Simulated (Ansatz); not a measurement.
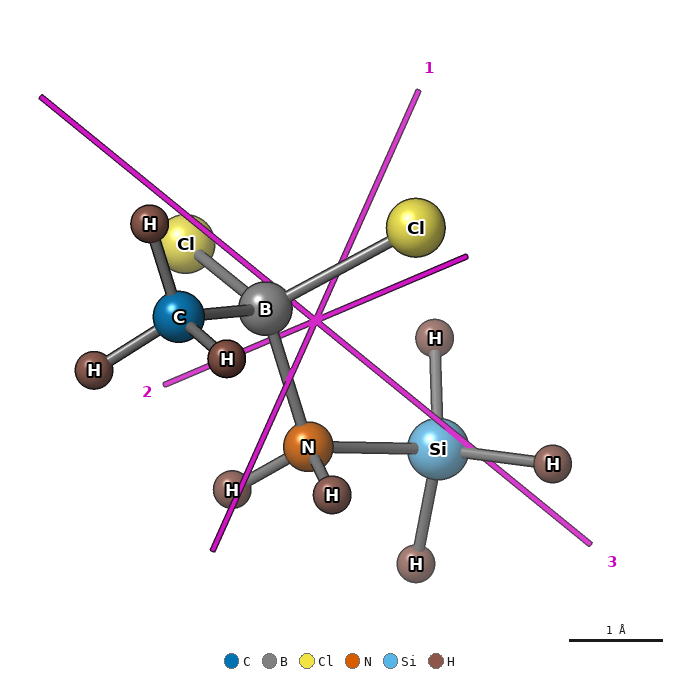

The three principal axes of inertia are drawn and numbered. Depth is shown by fading: the farther an atom, the more it takes the colour of the background. The geometry was computed by an optimisation with PBE0-D4/def2-TZVP. Masses are those of the most abundant isotopes; constants are for the rigid equilibrium geometry.

Q: Which line is the a axis (least moment of inertia), which b and which c?

A: a is line 3, b is line 2, c is line 1; the moments are 259, 355, 428 u Å².

Q: Classify the rotor and give the rotational constants (MHz).

A: An asymmetric top (C1): A = 1948, B = 1423, C = 1180 MHz. Ray's parameter κ is −0.37, nearer the prolate limit.
